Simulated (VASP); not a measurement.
Band structure of HfS2 (space group P-3m1). Computed with LDA (Ceperley-Alder, Perdew-Zunger), VASP's LDA PAW potentials (set 64) (plane waves; VASP 6.6.1).

Unless said otherwise, spin-orbit coupling is left out, though it shifts the bands of the heavy elements here.

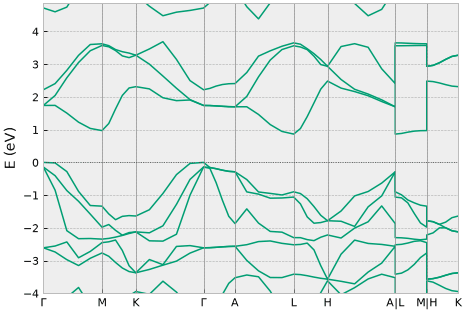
*Bands along high-symmetry lines, zero at the valence-band maximum or, without a gap, the Fermi level*

Q: Read the plot: is there a gap, and where are the band edges?

A: The gap is indirect, 0.86 eV, from the valence maximum at Γ to the conduction minimum at L.

The structure is a typed HfS2 crystal. The cell was not relaxed at this level.
